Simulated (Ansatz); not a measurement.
**Sn (Im-3m): equation of state with a fit**

Where is the equilibrium volume of Sn (Im-3m), and how stiff is it? A script is to give an equation of state with a fit; the system is Sn (Im-3m).

Program: the Python package of Ansatz 0.2.0. Level of theory: DFT LDA, plane waves, PAW. These are calculated values, not measurements.

## 1. The system

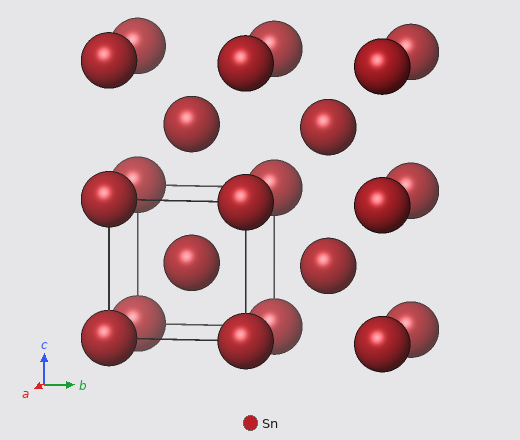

The structure that the script starts from, seen slightly off an axis (tin red). 1×2×2 cells are drawn. The cell is the conventional one. Atoms on cell faces are repeated.

No structure file is read: the coordinates are typed or built in the script.

## 2. The code

eos.py reads:

```python
'''Equation of state of Sn.'''

import logging
import sys
import warnings

import ansatz as az
from ase.eos import EquationOfState
from ase.units import GPa
import numpy as np

logging.basicConfig(stream=sys.stdout, format='%(levelname)s %(message)s')
logger = logging.getLogger('sn')
logger.setLevel(logging.INFO)

XC = 'LDA'
FILLING = 'Methfessel-Paxton'
SMEARING_WIDTH = 0.15
SCF_TOL = 1e-09
MAX_SCF = 60
ECUT = 500
KGRID = (12, 12, 12)

VECTORS = np.array([
    [-1.894652, 1.894652, 1.894652],
    [1.894652, -1.894652, 1.894652],
    [1.894652, 1.894652, -1.894652],
])
SITES = [
    ('Sn', (0.0, 0.0, 0.0)),
]


def make_crystal(cell):
    crystal = az.Crystal(lattice=az.Lattice.of(cell))
    for symbol, position in SITES:
        crystal = crystal.atom(symbol, position)
    return crystal

warnings.simplefilter('ignore', az.DeckWarning)

# uniform scaling of the cell
volumes, energies = [], []
for scale in np.linspace(0.9, 1.1, 9):
    cell = VECTORS * scale ** (1 / 3)
    setup = (
        make_crystal(cell).calculation()
        .functional(XC)
        .occupations(FILLING, width=SMEARING_WIDTH)
        .mixing('anderson', preconditioner='resta')
        .eigensolver('auto', mixed_precision=False)
        .scf(tolerance=SCF_TOL, max_iterations=MAX_SCF)
        .basis(ECUT)
        .kpoints(*KGRID)
    )
    report = setup.run(threads=1, pin='off').report
    volumes.append(abs(np.linalg.det(cell)) / len(SITES))
    energies.append(report['free_energy_ev'] / len(SITES))
    logger.info(f'V = {volumes[-1]:8.4f} A^3/atom  F = {energies[-1]:.5f} eV/atom')

eos = EquationOfState(volumes, energies, eos='sj')
v0, e0, bulk = eos.fit()
logger.info(f'V0 = {v0:.4f} A^3/atom, E0 = {e0:.5f} eV/atom, B = {bulk / GPa:.1f} GPa')
```

## 3. The input behind the calls

The engine receives this input (first run):

```yaml
crystal:
  lattice:
    - [-1.8292663935218256, 1.8292663935218256, 1.8292663935218256]
    - [1.8292663935218256, -1.8292663935218256, 1.8292663935218256]
    - [1.8292663935218256, 1.8292663935218256, -1.8292663935218256]
  atoms:
    - { symbol: Sn, position: [0.0, 0.0, 0.0] }
basis:
  ecutwfc: 500.0
kpoints:
  mp_grid:
    grid: [12, 12, 12]
hamiltonian:
  xc: lda
scf:
  max_iter: 60
  convergence:
    dr2_threshold: 1.0e-09
  mixing:
    algorithm: anderson
    preconditioner: resta
  occupations:
    method: methfessel_paxton
    width: 0.15
  eigensolver:
    kind: auto
    mixed_precision: false
```

## 4. The run

On the command line:

```bash
> python eos.py
```

The program printed:

```text
INFO V =  24.4845 A^3/atom  F = -5879.48617 eV/atom
INFO V =  25.1646 A^3/atom  F = -5879.49169 eV/atom
INFO V =  25.8447 A^3/atom  F = -5879.49014 eV/atom
INFO V =  26.5249 A^3/atom  F = -5879.48246 eV/atom
INFO V =  27.2050 A^3/atom  F = -5879.46955 eV/atom
INFO V =  27.8851 A^3/atom  F = -5879.45220 eV/atom
INFO V =  28.5652 A^3/atom  F = -5879.43104 eV/atom
INFO V =  29.2453 A^3/atom  F = -5879.40660 eV/atom
INFO V =  29.9255 A^3/atom  F = -5879.37937 eV/atom
INFO V0 = 25.3406 A^3/atom, E0 = -5879.49192 eV/atom, B = 59.8 GPa
```

Wall time 12 s (1 thread of Arm Neoverse V2, shared host); peak memory 0.36 GiB.

## 5. What changed from run to run

The engine's inputs for some of the other runs:

Run 3, against run 1:

```diff
@@ -3,3 +3,3 @@
-    - [-1.8292663935218256, 1.8292663935218256, 1.8292663935218256]
-    - [1.8292663935218256, -1.8292663935218256, 1.8292663935218256]
-    - [1.8292663935218256, 1.8292663935218256, -1.8292663935218256]
+    - [-1.8625330493162764, 1.8625330493162764, 1.8625330493162764]
+    - [1.8625330493162764, -1.8625330493162764, 1.8625330493162764]
+    - [1.8625330493162764, 1.8625330493162764, -1.8625330493162764]
```

Run 5, against run 1:

```diff
@@ -3,3 +3,3 @@
-    - [-1.8292663935218256, 1.8292663935218256, 1.8292663935218256]
-    - [1.8292663935218256, -1.8292663935218256, 1.8292663935218256]
-    - [1.8292663935218256, 1.8292663935218256, -1.8292663935218256]
+    - [-1.894652, 1.894652, 1.894652]
+    - [1.894652, -1.894652, 1.894652]
+    - [1.894652, 1.894652, -1.894652]
```

Run 9, against run 1:

```diff
@@ -3,3 +3,3 @@
-    - [-1.8292663935218256, 1.8292663935218256, 1.8292663935218256]
-    - [1.8292663935218256, -1.8292663935218256, 1.8292663935218256]
-    - [1.8292663935218256, 1.8292663935218256, -1.8292663935218256]
+    - [-1.9558115853096372, 1.9558115853096372, 1.9558115853096372]
+    - [1.9558115853096372, -1.9558115853096372, 1.9558115853096372]
+    - [1.9558115853096372, 1.9558115853096372, -1.9558115853096372]
```

## 6. Run by run

One row for each of the 9 runs:

| run | volume (Å³/atom) | energy from run 2 (meV/atom) | SCF cycles | CPU time (s) |
| --- | --- | --- | --- | --- |
| 1 | 24.484 | 5.52 | 8 | 1.1 |
| 2 | 25.165 | 0.00 | 8 | 1.1 |
| 3 | 25.845 | 1.54 | 8 | 1.1 |
| 4 | 26.525 | 9.23 | 8 | 1 |
| 5 | 27.205 | 22.14 | 8 | 1.2 |
| 6 | 27.885 | 39.49 | 7 | 1 |
| 7 | 28.565 | 60.65 | 7 | 1 |
| 8 | 29.245 | 85.09 | 7 | 1.2 |
| 9 | 29.925 | 112.32 | 8 | 1.3 |

Energies are free energies F = E - TS of the smeared occupations. 

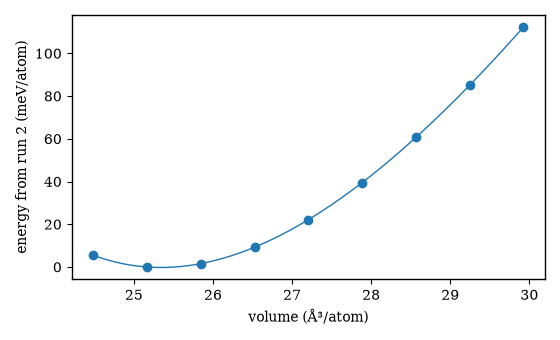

Energy against volume; the line is a third-order Birch-Murnaghan fit.

## 7. Summary of results

```
                      quantity            value
                 runs compared                9
               range of energy  112.32 meV/atom
lowest point, volume (Å³/atom)           25.165
      equilibrium volume (fit)    25.34 Å³/atom
            bulk modulus (fit)           60 GPa
```

**Reading.** A third-order Birch-Murnaghan fit through the 9 points (the script's own form differs a little) has its minimum at 25.34 Å³ an atom, 6.9 % below the typed cell, with a bulk modulus of 60 GPa and dB/dP = 4.8. From that minimum the energy rises by 5.8 meV an atom on the compressed side and 112.6 meV on the expanded side. The window is off centre, so dB/dP is rough. This isn't the structure that Sn takes at ambient conditions.
